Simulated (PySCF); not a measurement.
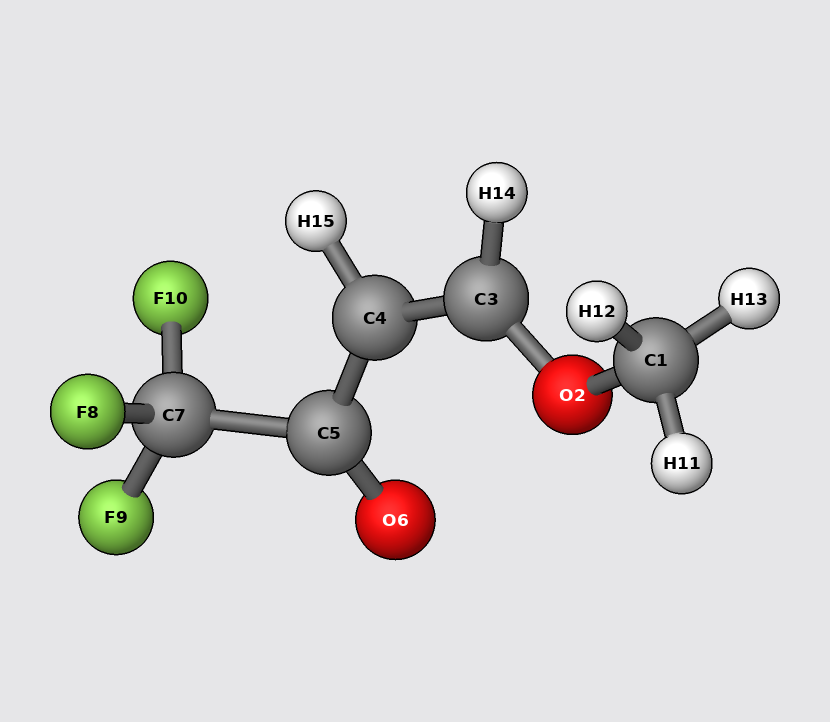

Geometry: a frame of a GFN2-xTB molecular-dynamics simulation, not a minimum. Level of theory: GIAO PBE0/pcSseg-1 NMR shielding, non-relativistic, gas phase (PySCF 2.14.0). Principal shieldings σ11 ≤ σ22 ≤ σ33, span Ω = σ33 − σ11, skew κ = 3(σiso − σ22)/Ω.

Which O atom has the most anisotropic shielding?

Answer. O6, with a span of 1315 ppm.

Give the shielding tensors of the O atoms.

```tsv
atom	σ11	σ22	σ33	σiso	Ω	κ
O2	30.7	211.4	312.6	184.9	281.8	−0.28
O6	−946.3	−427.6	368.4	−335.2	1314.7	0.21
```

Shieldings and span in ppm.
